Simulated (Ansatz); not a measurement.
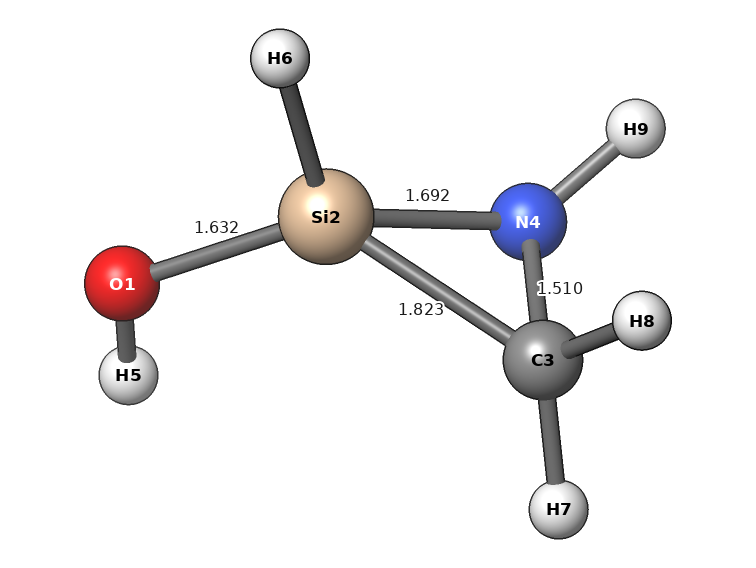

Bond lengths are marked in Å; every bond is drawn as one stick. The geometry was computed by an optimisation with PBE0-D4/def2-TZVP.

**Assign a bond order to each marked bond.**

O1–Si2 single; Si2–C3 single; Si2–N4 single; C3–N4 single.

**Give the structure as SMILES.**

O[Si@H]1CN1
